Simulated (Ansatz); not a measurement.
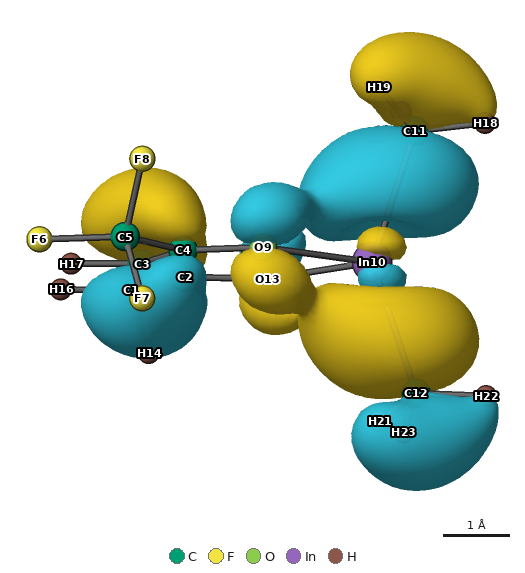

C₇H₁₀F₃InO₂ (SMILES CC1=CC(C(F)(F)F)=[O+][In-]([CH3])([CH3])[O]1). The HOMO−1 at ±0.08 Å⁻³ᐟ² (yellow and cyan are the two phases), seen from one side.

Geometry: PBE0-D4/def2-TZVP; core potentials replace the inner electrons of In.

Method: RKS PBE0-D4/def2-TZVPP (Ansatz 0.2.0).

```yaml
atoms:
  - { symbol: C, position_ang: [-1.1119, -2.8428, 0.7242] }
  - { symbol: C, position_ang: [-0.6401, -1.4648, 0.3711] }
  - { symbol: C, position_ang: [-1.6027, -0.4926, 0.0274] }
  - { symbol: C, position_ang: [-1.3204, 0.8167, -0.3212] }
  - { symbol: C, position_ang: [-2.4990, 1.7435, -0.6672] }
  - { symbol: F, position_ang: [-3.6881, 1.1414, -0.5847] }
  - { symbol: F, position_ang: [-2.5179, 2.7891, 0.1609] }
  - { symbol: F, position_ang: [-2.3671, 2.2070, -1.9110] }
  - { symbol: O, position_ang: [-0.2128, 1.4043, -0.4065] }
  - { symbol: In, position_ang: [1.7577, 0.5290, -0.0256] }
  - { symbol: C, position_ang: [2.5251, 0.1609, -1.9807] }
  - { symbol: C, position_ang: [2.2651, 1.2584, 1.9127] }
  - { symbol: O, position_ang: [0.6034, -1.2839, 0.4093] }
  - { symbol: H, position_ang: [-0.7501, -3.0961, 1.7233] }
  - { symbol: H, position_ang: [-0.6627, -3.5579, 0.0306] }
  - { symbol: H, position_ang: [-2.1956, -2.9382, 0.6926] }
  - { symbol: H, position_ang: [-2.6388, -0.7926, 0.0381] }
  - { symbol: H, position_ang: [3.5044, 0.6149, -2.1308] }
  - { symbol: H, position_ang: [1.8276, 0.5690, -2.7135] }
  - { symbol: H, position_ang: [2.6071, -0.9159, -2.1358] }
  - { symbol: H, position_ang: [1.4907, 1.9535, 2.2398] }
  - { symbol: H, position_ang: [3.2278, 1.7691, 1.9212] }
  - { symbol: H, position_ang: [2.3031, 0.4209, 2.6110] }
```

### Where does this orbital lie, and at what energy?

Its weight (Hirshfeld) is mainly on C11 (about 20 %), C12 (about 20 %), In10 (about 15 %) and C3 (about 15 %). Its energy is −7.81 eV.
